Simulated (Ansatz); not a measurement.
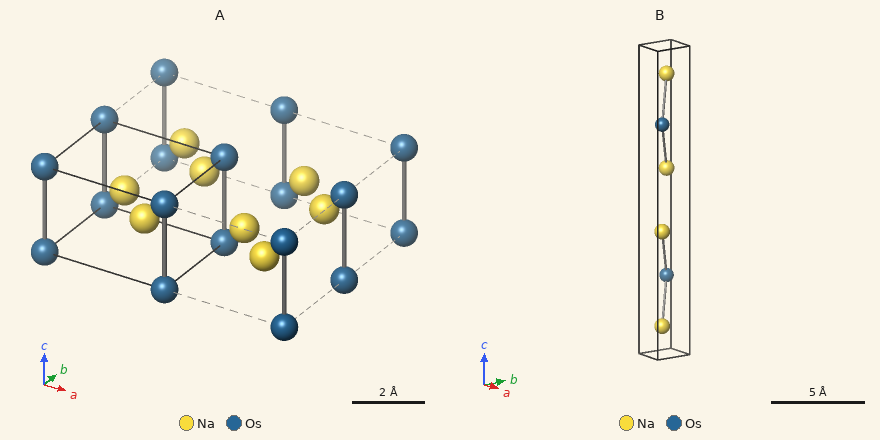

Two structures of Na2Os, each relaxed to rest (conventional cells in solid outline, small ones repeated, not to one scale). Method: DFT PBE, scalar-relativistic, plane waves, PAW (Ansatz), without spin polarisation.

### Describe A and B.

A: AlB₂ type, P6/mmm. B: 6 atoms a cell on a primitive hexagonal lattice, P6_3/mmc.

### Which of the two does the method prefer?

B is lower, by 121 meV/atom at this level of theory (energies at zero smearing). Volumes: A 19.1, B 18.9 Å³/atom.

One or both may be structure types tried for this composition rather than known phases.
